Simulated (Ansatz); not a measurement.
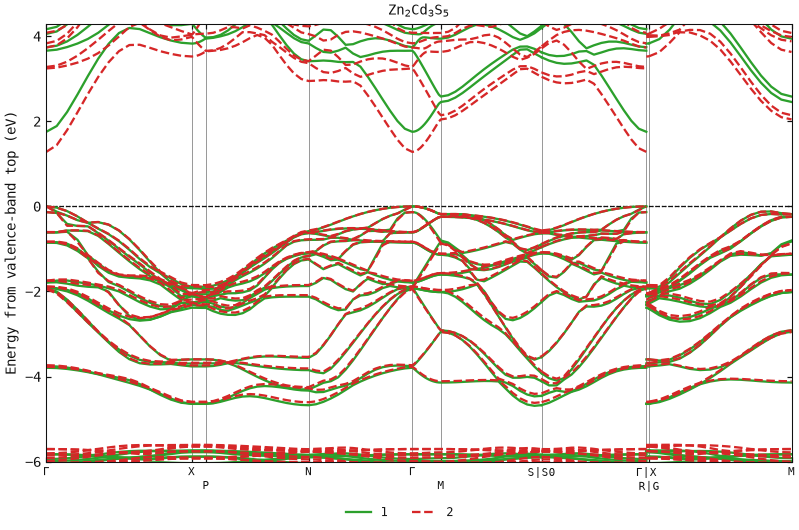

Band structures of Zn2Cd3S5, space group I-4m2, 10 atoms in the cell, by two methods on the same cell. Each is counted from its own valence-band top.

Which curve is which? The methods: PBE, r2SCAN.

1 is r2SCAN; 2 is PBE. r2SCAN gives a gap of 1.75 eV along the path and PBE gives a gap of 1.28 eV along the path.

Settings. r2SCAN: DFT r2SCAN, scalar-relativistic, plane waves, PAW, no spin polarisation, 10×10×10 k mesh, 500 eV cutoff (Ansatz). PBE: DFT PBE, scalar-relativistic, plane waves, PAW, no spin polarisation, 10×10×10 k mesh, 420 eV cutoff, Gaussian smearing of 0.02 eV (Ansatz).

The structure is an invented one, so it need not be a known or stable phase.
